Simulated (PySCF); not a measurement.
**CaB (charge +1, triplet): density, localisation and related maps**

```xyz
2

Ca    0.0000    0.0000   -0.5311
B     0.0000    0.0000    1.9279
```

Computed with PySCF 2.14.0, PBE0/x2c-SVPall, spin-free X2C-1e, Gaussian nucleus, at a bond length of 2.459 Å.

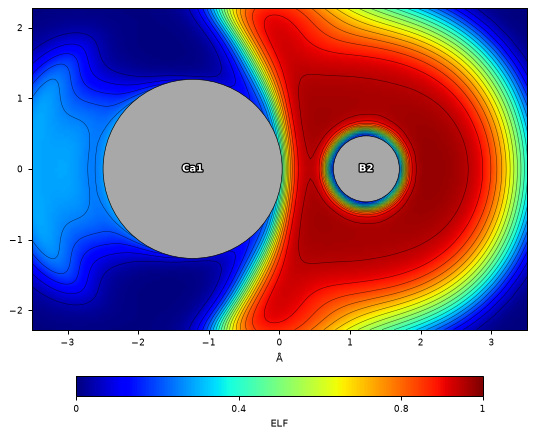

Figure 1. ELF on a plane that holds the molecular axis. Grey discs cover the atomic cores.

Read the bonding off the picture.

The section cuts through Ca and B sites.
Ca–B (2.46 Å): the ELF peaks at about 0.95 in the valence shell of B, 0.8 Å from its nucleus, and is about 0.35 at the midpoint.

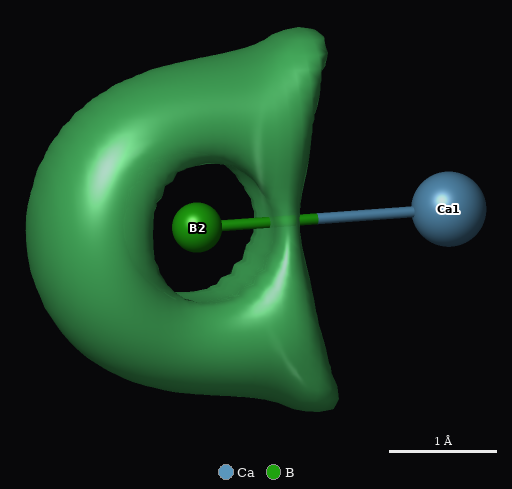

Figure 2. Isosurface of the ELF at 0.9 (green), seen from one side. Core shells and regions of very low density are left out.

What do the ELF domains correspond to?

The surface consists of one region wrapped around B (its valence shell).
